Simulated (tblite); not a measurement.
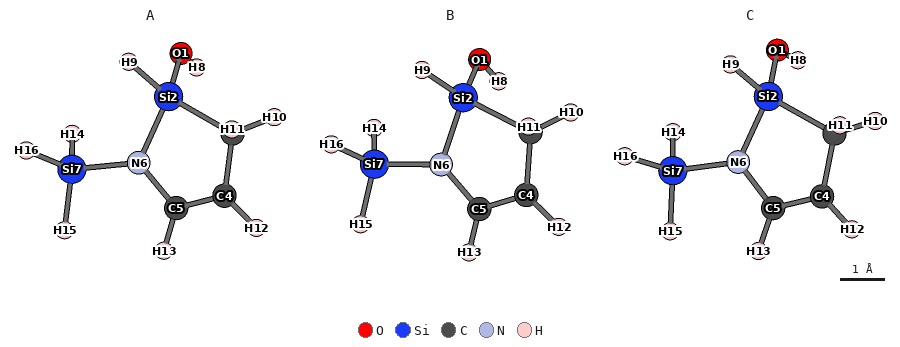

3 geometries from one relaxation of C3H9NOSi2, in shuffled order. The picture is a ball-and-stick view, seen at a tilt.

Method: GFN2-xTB geometry optimisation, gas phase in tblite. 

Question: Put them in the order of the run, from the start to the converged end.

Answer: B, A, C. They are steps 0, 21, 92, at +7.94 kcal/mol, +0.57 kcal/mol relative to the last. The atom that moves furthest after the best rigid fit is an H atom (0.49 Å). By element the largest moves are H 0.49 Å, O 0.27 Å, C 0.20 Å, Si 0.18 Å, N 0.10 Å. Near-neighbour distances that change, for instance: N–Si 1.689 → 1.731 Å, C–Si 1.937 → 1.902 Å, O–Si 1.659 → 1.626 Å, N–Si 1.724 → 1.754 Å. Bond angles that change, for instance: O–Si–H 115.2° → 101.3°, Si–N–Si 113.7° → 126.3°, C–N–Si 132.2° → 123.6°. The energy falls by 7.94 kcal/mol in 92 geometry steps.
